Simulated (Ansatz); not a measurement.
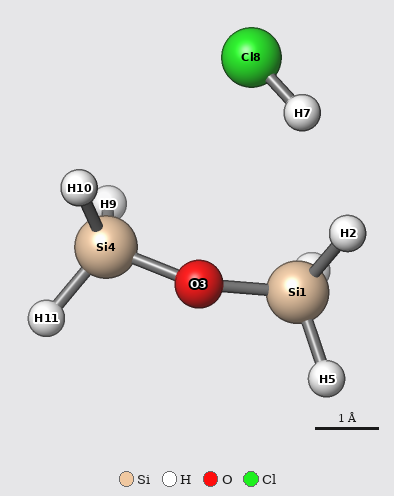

**Figure 1.** The starting structure (ball-and-stick view, seen at a tilt; atoms are numbered from 1 in the order of the input). Bond lengths as drawn: Cl–H 1.28 Å, H–Si 1.48 to 1.49 Å and O–Si 1.63 to 1.64 Å.

# Nudged elastic band of Si2H7ClO

System: Si2H7ClO.
Method: RKS PBE0-D4/def2-SVP (Ansatz 0.2.0).

Figures and captions count atoms from 1; the log counts them from 0 in places.

**The program's output**
```
Functional definition: PBE0
  name "PBE0"
  cite "Adamo & Barone, J. Chem. Phys. 110, 6158 (1999) doi:10.1063/1.478522"
  cite "Perdew, Burke & Ernzerhof, Phys. Rev. Lett. 77, 3865 (1996) doi:10.1103/PhysRevLett.77.3865"
  parent pbe
  parameter a = 0.25
  parameter kappa = 0.804
  parameter beta = 0.06672455060314922
  exchange = (1 - a)*pbe_x(kappa = kappa, mu = beta*pi^2/3) + a*exact_x
  correlation = pbe_c(beta = beta)
1041 factors; integrals over basis functions are off by at most 4.8e-4 eV
mean field evaluation 1: about -30413.5022 eV, gradient 4.4e1 eV
mean field evaluation 2: about -30406.7965 eV, gradient 7.4e1 eV
mean field evaluation 4: about -30416.9098 eV, gradient 1.3e0 eV
mean field evaluation 8: about -30416.9122 eV, gradient 7.3e-3 eV
mean field -30416.91219452 eV, -1117.8009058249 hartree, gradient 5.0e-5 eV, S^2 0.000000; 0 other end points of the search recorded, 0 dependent functions left out
the calculation of the forces begins
reference -30416.91222446 eV, -1117.8009069253 hartree; 30, 30 occupied and 73, 73 virtual orbitals, 1041 factors
1045 factors; integrals over basis functions are off by at most 5.8e-4 eV
mean field evaluation 16: about -30417.6232 eV, gradient 4.6e0 eV
mean field -30417.67257238 eV, -1117.8288491958 hartree, gradient 9.9e-6 eV, S^2 0.000000; 0 other end points of the search recorded, 0 dependent functions left out
[... from here on the field's lines of each further geometry are left out, up to the last ...]
WARN: NEB end point (image 0): max|allowed force component| = 5.307e-1 eV/Å (the criterion of neb.relax_end_points is 1.000e-2). That is over neb.f_tol: it is no minimum, so the barrier can be far off. Relax it first
WARN: NEB end point (image 6): max|allowed force component| = 6.169e-1 eV/Å (the criterion of neb.relax_end_points is 1.000e-2). That is over neb.f_tol: it is no minimum, so the barrier can be far off. Relax it first
NEB iter   1: max|band force component| = 3.895e0 eV/Å  barrier→ = 4.6041 eV  barrier← = 5.3776 eV  CI = image 3  Δτ_max = 0.2000 Å  (174 SCF iters)
NEB iter   2: max|band force component| = 3.039e0 eV/Å  barrier→ = 3.6766 eV  barrier← = 4.4502 eV  CI = image 3  Δτ_max = 0.2000 Å  (143 SCF iters)
NEB iter   3: max|band force component| = 6.422e0 eV/Å  barrier→ = 2.5828 eV  barrier← = 3.3563 eV  CI = image 3  Δτ_max = 0.1010 Å  (134 SCF iters)
NEB iter   4: max|band force component| = 3.306e0 eV/Å  barrier→ = 2.1061 eV  barrier← = 2.8796 eV  CI = image 3  Δτ_max = 0.2000 Å  (127 SCF iters)
NEB iter   5: max|band force component| = 2.904e0 eV/Å  barrier→ = 1.5979 eV  barrier← = 2.3714 eV  CI = image 3  Δτ_max = 0.2000 Å  (122 SCF iters)
NEB iter   6: max|band force component| = 9.167e-1 eV/Å  barrier→ = 1.4738 eV  barrier← = 2.2474 eV  CI = image 3  Δτ_max = 0.1809 Å  (125 SCF iters)
NEB iter   7: max|band force component| = 5.427e-1 eV/Å  barrier→ = 1.5190 eV  barrier← = 2.2925 eV  CI = image 3  Δτ_max = 0.2000 Å  (123 SCF iters)
NEB iter   8: max|band force component| = 1.465e0 eV/Å  barrier→ = 1.4942 eV  barrier← = 2.2677 eV  CI = image 3  Δτ_max = 0.0992 Å  (121 SCF iters)
NEB iter   9: max|band force component| = 3.798e-1 eV/Å  barrier→ = 1.4666 eV  barrier← = 2.2401 eV  CI = image 3  Δτ_max = 0.1604 Å  (115 SCF iters)
NEB iter  10: max|band force component| = 2.771e-1 eV/Å  barrier→ = 1.4526 eV  barrier← = 2.2261 eV  CI = image 3  Δτ_max = 0.0908 Å  (118 SCF iters)
NEB iter  11: max|band force component| = 2.201e-1 eV/Å  barrier→ = 1.4347 eV  barrier← = 2.2083 eV  CI = image 3  Δτ_max = 0.1803 Å  (112 SCF iters)
NEB iter  12: max|band force component| = 4.716e-1 eV/Å  barrier→ = 1.4148 eV  barrier← = 2.1883 eV  CI = image 3  Δτ_max = 0.0894 Å  (116 SCF iters)
NEB iter  13: max|band force component| = 3.367e-1 eV/Å  barrier→ = 1.3929 eV  barrier← = 2.1664 eV  CI = image 3  Δτ_max = 0.0910 Å  (113 SCF iters)
NEB iter  14: max|band force component| = 2.255e-1 eV/Å  barrier→ = 1.3703 eV  barrier← = 2.1439 eV  CI = image 3  Δτ_max = 0.0916 Å  (115 SCF iters)
NEB iter  15: max|band force component| = 2.070e-1 eV/Å  barrier→ = 1.3520 eV  barrier← = 2.1255 eV  CI = image 3  Δτ_max = 0.0907 Å  (115 SCF iters)
NEB iter  16: max|band force component| = 1.772e-1 eV/Å  barrier→ = 1.3387 eV  barrier← = 2.1123 eV  CI = image 3  Δτ_max = 0.0906 Å  (113 SCF iters)
NEB iter  17: max|band force component| = 2.972e-1 eV/Å  barrier→ = 1.3304 eV  barrier← = 2.1039 eV  CI = image 3  Δτ_max = 0.0455 Å  (115 SCF iters)
NEB iter  18: max|band force component| = 2.571e-1 eV/Å  barrier→ = 1.3255 eV  barrier← = 2.0991 eV  CI = image 3  Δτ_max = 0.0454 Å  (113 SCF iters)
NEB iter  19: max|band force component| = 1.389e-1 eV/Å  barrier→ = 1.3221 eV  barrier← = 2.0957 eV  CI = image 3  Δτ_max = 0.0453 Å  (111 SCF iters)
NEB iter  20: max|band force component| = 1.200e-1 eV/Å  barrier→ = 1.3211 eV  barrier← = 2.0946 eV  CI = image 3  Δτ_max = 0.0453 Å  (113 SCF iters)
NEB iter  21: max|band force component| = 6.375e-2 eV/Å  barrier→ = 1.3206 eV  barrier← = 2.0941 eV  CI = image 3  Δτ_max = 0.0453 Å  (110 SCF iters)
NEB iter  22: max|band force component| = 9.724e-2 eV/Å  barrier→ = 1.3200 eV  barrier← = 2.0935 eV  CI = image 3  Δτ_max = 0.0227 Å  (112 SCF iters)
NEB iter  23: max|band force component| = 1.539e-1 eV/Å  barrier→ = 1.3192 eV  barrier← = 2.0928 eV  CI = image 3  Δτ_max = 0.0113 Å  (104 SCF iters)
NEB iter  24: max|band force component| = 1.034e-1 eV/Å  barrier→ = 1.3191 eV  barrier← = 2.0927 eV  CI = image 3  Δτ_max = 0.0113 Å  (112 SCF iters)
the calculation of the forces begins
reference -30417.69032640 eV, -1117.8295016442 hartree; 30, 30 occupied and 73, 73 virtual orbitals, 1044 factors
these checks for a lower state are left out or cut short: stability, starts, cluster_reference, orbital_swaps, neighbouring_geometries, increment
1044 factors; integrals over basis functions are off by at most 5.3e-4 eV
mean field -30417.64709188 eV, -1117.8279128048 hartree, gradient 1.1e-6 eV, S^2 0.000000; 0 other end points of the search recorded, 0 dependent functions left out
the calculation of the forces begins
reference -30417.64712124 eV, -1117.8279138837 hartree; 30, 30 occupied and 73, 73 virtual orbitals, 1044 factors
NEB iter  25: max|band force component| = 4.491e-2 eV/Å  barrier→ = 1.3191 eV  barrier← = 2.0926 eV  CI = image 3  CI's point: of a kind that is not told: the force calls were inconclusive, a negative curvature could not be distinguished from the path's own, the only one lies far off the path, or fixed occupations may fill a level only in part  Δτ_max = 0.0000 Å  (918 SCF iters)
```

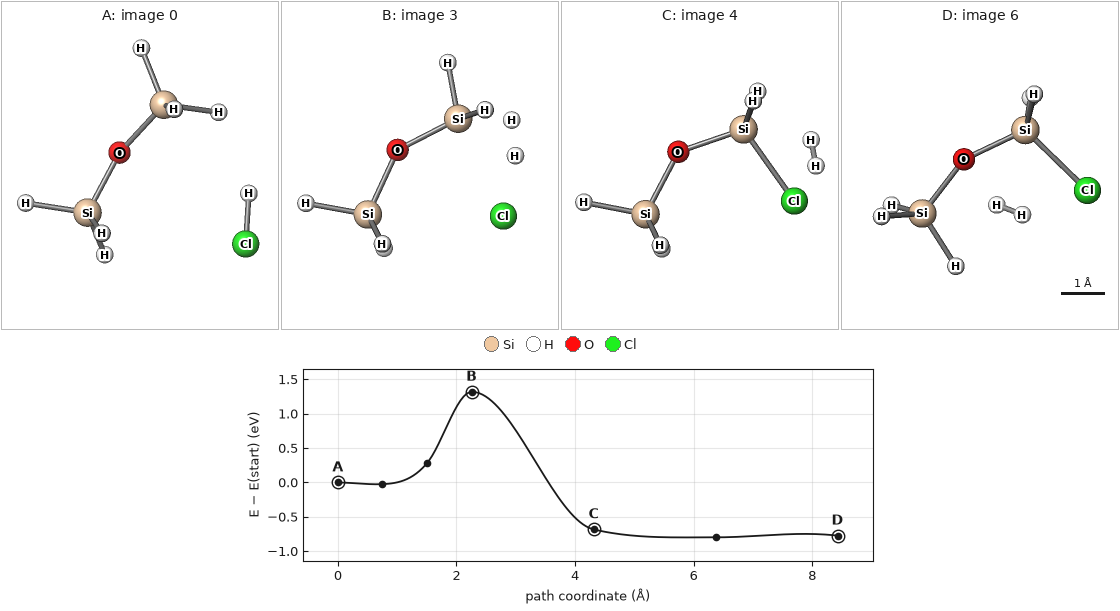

**Figure 2.** Images of the last band (counted from 0; ball-and-stick, seen at a tilt) above the energy along the path; the line is a cubic interpolation that uses the forces. The highest image is number 3, 1.319 eV above the start and 2.093 eV above the end (the climbing image); the end lies 0.774 eV below the start. The path is 8.43 Å long. The band converged in 25 iterations. The end points carry forces over 0.1 eV/Å, so they aren't fully relaxed minima and the barriers are approximate.

```
WARN: NEB end point (image 0): the path dips 0.024245 eV below it before the top, so the barrier from the dip is that much higher. The path crosses a lower well, or the end point is a saddle point, which neb.relax_end_points tests for
WARN: NEB end point (image 6): the path dips 0.024382 eV below it before the top, so the barrier from the dip is that much higher. The path crosses a lower well, or the end point is a saddle point, which neb.relax_end_points tests for
Total energy: -30415.79779423 eV, -1117.7599523696 hartree
Atom 0 at    -0.800580     0.949586    -0.443911 Å, force     0.013144     0.009147     0.010601 eV/Å
Atom 1 at     0.297235     2.034642    -1.256547 Å, force    -0.005238    -0.005323     0.008628 eV/Å
Atom 2 at    -0.560021    -0.658630    -0.345369 Å, force    -0.000225    -0.008618    -0.011930 eV/Å
Atom 3 at     0.346130    -1.797318     0.508998 Å, force     0.002108     0.003643    -0.001305 eV/Å
Atom 4 at    -1.523795     1.076657    -1.743890 Å, force     0.001441     0.000987    -0.005342 eV/Å
Atom 5 at    -1.523580     1.733130     0.580779 Å, force     0.001958     0.000257     0.000811 eV/Å
Atom 6 at     0.791820     1.881765    -0.520232 Å, force    -0.009622     0.002542    -0.009442 eV/Å
Atom 7 at     1.245201     1.247851     1.042018 Å, force    -0.000072    -0.003816     0.001170 eV/Å
Atom 8 at     0.252413    -1.575992     1.976387 Å, force    -0.000591     0.001824     0.004239 eV/Å
Atom 9 at     1.756605    -1.786917     0.038126 Å, force    -0.002782    -0.000969     0.001285 eV/Å
Atom 10 at    -0.281531    -3.104674     0.163541 Å, force    -0.000121     0.000327     0.001284 eV/Å
Dipole moment:    -0.257617     0.083008    -0.320843 e Å
```

**The last band as extended XYZ (Å, eV, eV/Å)**
```
11
Properties=species:S:1:pos:R:3:forces:R:3 image=0 energy=-30417.11683
Si   -1.0469    0.8917   -0.8011   -0.2555   0.5307  -0.1263
H    -0.0267    1.9367   -1.1121    0.0726   0.1213  -0.0235
O    -0.3089   -0.5467   -0.6196    0.0710  -0.1254  -0.3124
Si    0.2614   -1.7024    0.3929    0.2559  -0.4204   0.3255
H    -1.9967    0.8166   -1.9368   -0.1017   0.0258  -0.1014
H    -1.7601    1.2869    0.4407   -0.0774   0.0549   0.1219
H     1.5224    1.9543    0.2462   -0.0612   0.0623  -0.1769
Cl    2.0742    1.5343    1.3260    0.0323  -0.0935   0.1511
H    -0.0812   -1.3679    1.7990   -0.0329   0.0209   0.1509
H     1.7321   -1.8086    0.2396    0.1423  -0.0368   0.0036
H    -0.3697   -2.9949    0.0251   -0.0453  -0.1396  -0.0125
11
Properties=species:S:1:pos:R:3:forces:R:3 image=1 energy=-30417.14108
Si   -1.0645    0.9460   -0.7593   -0.0118  -0.0142   0.0011
H     0.0810    1.7861   -1.2498   -0.0028  -0.0013  -0.0077
O    -0.5517   -0.5838   -0.4360   -0.0096   0.0094  -0.0178
Si    0.3168   -1.7219    0.4014    0.0106  -0.0008  -0.0009
H    -2.0842    0.8989   -1.8428   -0.0181  -0.0102  -0.0011
H    -1.6320    1.6013    0.4547   -0.0085  -0.0044  -0.0062
H     1.4603    1.8509    0.1582    0.0286   0.0025   0.0129
Cl    1.7678    1.4647    1.3507    0.0274   0.0063   0.0207
H     0.1865   -1.5156    1.8731   -0.0070   0.0052  -0.0036
H     1.7549   -1.6663    0.0073   -0.0085   0.0040   0.0022
H    -0.2351   -3.0603    0.0426   -0.0003   0.0034   0.0002
11
Properties=species:S:1:pos:R:3:forces:R:3 image=2 energy=-30416.83535
Si   -0.9436    0.9912   -0.6339   -0.2430   0.0552  -0.3154
H     0.1662    1.8991   -1.1731   -0.1477  -0.2503   0.0330
O    -0.5174   -0.5722   -0.3619    0.0993   0.0956  -0.0307
Si    0.3464   -1.7641    0.4273   -0.0376   0.0824  -0.0369
H    -1.8403    1.0257   -1.8003   -0.4386  -0.1150  -0.1414
H    -1.5239    1.6629    0.5653    0.0124  -0.0692  -0.1101
H     1.0386    1.8089   -0.0728    0.4090  -0.1524   0.5836
Cl    1.5026    1.3808    1.1024    0.3861   0.2365   0.0721
H     0.2761   -1.5997    1.9085   -0.0114   0.0412  -0.0302
H     1.7669   -1.7591   -0.0245   -0.0085   0.0178  -0.0010
H    -0.2717   -3.0734    0.0630   -0.0201   0.0583  -0.0231
11
Properties=species:S:1:pos:R:3:forces:R:3 image=3 energy=-30415.79777
Si   -0.8006    0.9496   -0.4439    0.0131   0.0091   0.0106
H     0.2972    2.0346   -1.2565   -0.0052  -0.0053   0.0086
O    -0.5600   -0.6586   -0.3454   -0.0002  -0.0086  -0.0119
Si    0.3461   -1.7973    0.5090    0.0021   0.0036  -0.0013
H    -1.5238    1.0767   -1.7439    0.0014   0.0010  -0.0053
H    -1.5236    1.7331    0.5808    0.0020   0.0003   0.0008
H     0.7918    1.8818   -0.5202   -0.0096   0.0025  -0.0094
Cl    1.2452    1.2479    1.0420   -0.0001  -0.0038   0.0012
H     0.2524   -1.5760    1.9764   -0.0006   0.0018   0.0042
H     1.7566   -1.7869    0.0381   -0.0028  -0.0010   0.0013
H    -0.2815   -3.1047    0.1635   -0.0001   0.0003   0.0013
11
Properties=species:S:1:pos:R:3:forces:R:3 image=4 energy=-30417.79876
Si   -0.9151    0.8848    0.0121   -0.0083  -0.0047   0.0730
H     0.9807    2.0814   -2.2466    0.1082   0.0415  -0.1335
O    -0.8227   -0.7563    0.0371   -0.0221  -0.0170   0.0461
Si    0.1968   -1.8982    0.7134   -0.0173  -0.0254   0.0088
H    -1.0748    1.3349   -1.3917    0.0783   0.0552   0.0594
H    -2.0056    1.4180    0.8596   -0.1012  -0.0846   0.0748
H     1.3414    2.0695   -1.5769    0.0717   0.0457  -0.1308
Cl    0.8488    1.5866    0.8703   -0.0894   0.0484  -0.0045
H     0.3587   -1.6328    2.1720    0.0012  -0.0310   0.0126
H     1.5332   -1.8639    0.0516   -0.0214   0.0021  -0.0109
H    -0.4415   -3.2238    0.4989    0.0003  -0.0301   0.0050
11
Properties=species:S:1:pos:R:3:forces:R:3 image=5 energy=-30417.91474
Si   -1.0285    1.2002    0.2432   -0.0006  -0.0029  -0.0041
H     1.4108    0.6460   -2.5689   -0.0013  -0.0024   0.0001
O    -0.8093   -0.4256    0.1948    0.0044   0.0048   0.0066
Si    0.1856   -1.6744    0.6762   -0.0022  -0.0002  -0.0034
H    -1.4427    1.6881   -1.0947   -0.0003   0.0002  -0.0001
H    -2.0117    1.5599    1.2970   -0.0006  -0.0003   0.0001
H     1.5231    1.0430   -1.9291    0.0015  -0.0005   0.0019
Cl    0.7652    2.1136    0.7384   -0.0018   0.0005   0.0020
H     0.2877   -1.7022    2.1651    0.0013   0.0009  -0.0015
H     1.5447   -1.5064    0.0869   -0.0001  -0.0003  -0.0012
H    -0.4251   -2.9422    0.1909   -0.0003   0.0001  -0.0002
11
Properties=species:S:1:pos:R:3:forces:R:3 image=6 energy=-30417.89036
Si   -0.9305    1.3701    0.3409   -0.2979   0.6169  -0.1434
H     0.9101   -0.1593   -2.4297   -0.2457  -0.3959  -0.2364
O    -0.7010   -0.1961    0.6696   -0.2597  -0.1547   0.1547
Si    0.2648   -1.5227    0.6825    0.3017  -0.5238   0.0156
H    -1.4824    1.5353   -1.0205   -0.0738   0.0258  -0.1304
H    -1.8099    1.9558    1.3729   -0.0975   0.0653   0.0857
H     1.2645    0.4037   -2.0899    0.2432   0.4074   0.2562
Cl    0.8575    2.3785    0.4027    0.2892   0.1231  -0.0011
H    -0.0721   -2.3222    1.8847   -0.0076  -0.0983   0.1088
H     1.6910   -1.1165    0.7249    0.1524   0.0334   0.0053
H     0.0080   -2.3266   -0.5383   -0.0044  -0.0993  -0.1152
```

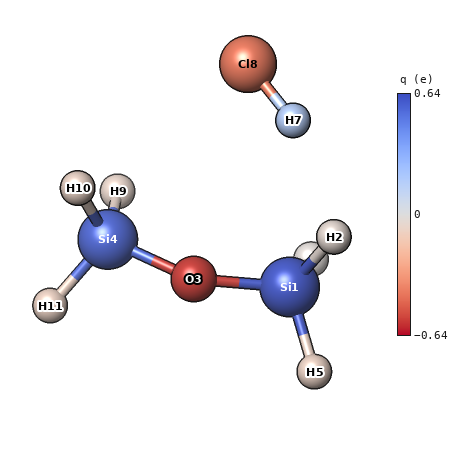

**Figure 3.** Mulliken charges, as the colour of each atom (ball-and-stick view, seen at a tilt; atoms are numbered from 1 in the order of the input). By element: Si +0.57 to +0.61, H −0.09 to +0.16, O −0.56 and Cl −0.41 e.

The run was set up as follows.

**Input file**
```yaml
crystal:
  periodic: [false, false, false]
  atoms:
    - {symbol: Si, position_ang: [-1.046943, 0.891723, -0.801064]}
    - {symbol: H, position_ang: [-0.026658, 1.936684, -1.112110]}
    - {symbol: O, position_ang: [-0.308944, -0.546687, -0.619569]}
    - {symbol: Si, position_ang: [0.261409, -1.702389, 0.392867]}
    - {symbol: H, position_ang: [-1.996651, 0.816634, -1.936798]}
    - {symbol: H, position_ang: [-1.760128, 1.286854, 0.440699]}
    - {symbol: H, position_ang: [1.522441, 1.954321, 0.246163]}
    - {symbol: Cl, position_ang: [2.074182, 1.534328, 1.326047]}
    - {symbol: H, position_ang: [-0.081212, -1.367863, 1.798973]}
    - {symbol: H, position_ang: [1.732080, -1.808589, 0.239553]}
    - {symbol: H, position_ang: [-0.369679, -2.994916, 0.025139]}
basis:
  gaussian: {orbitals: def2-SVP}
hamiltonian: {xc: pbe0, dispersion: d4}
neb:
  images: 5
  climbing: immediate
  max_iterations: 40
  initial_path: idpp
  final_atoms:
    - {symbol: Si, position_ang: [-1.254932, 0.994735, 0.543133]}
    - {symbol: H, position_ang: [1.265731, 0.844187, -2.107652]}
    - {symbol: O, position_ang: [-0.728400, -0.528080, 0.410826]}
    - {symbol: Si, position_ang: [0.499327, -1.599449, 0.216576]}
    - {symbol: H, position_ang: [-1.626037, 1.528696, -0.784434]}
    - {symbol: H, position_ang: [-2.384127, 1.033851, 1.494280]}
    - {symbol: H, position_ang: [1.430807, 1.304416, -1.542936]}
    - {symbol: Cl, position_ang: [0.231113, 2.197723, 1.292800]}
    - {symbol: H, position_ang: [0.180288, -2.809839, 1.011172]}
    - {symbol: H, position_ang: [1.775486, -1.005219, 0.684698]}
    - {symbol: H, position_ang: [0.610643, -1.960920, -1.218563]}
```

Launch command:
```bash
ansatz run in.yaml --threads 4 --pin off --events-out ev --progress --plain --max-ram 9574MiB
```

**Results in brief**

| quantity | value |
| --- | --- |
| outcome | converged |
| barrier, forward | 1.319 eV |
| barrier, backward | 2.093 eV |
| dipole moment (one image of the band) | 2.02 D |
| hardware | 4 threads of AMD EPYC, 180 GiB of memory available, shared host |
| wall time | 7.3 min (CPU time 20 min) |
| peak memory | 0.56 GiB |
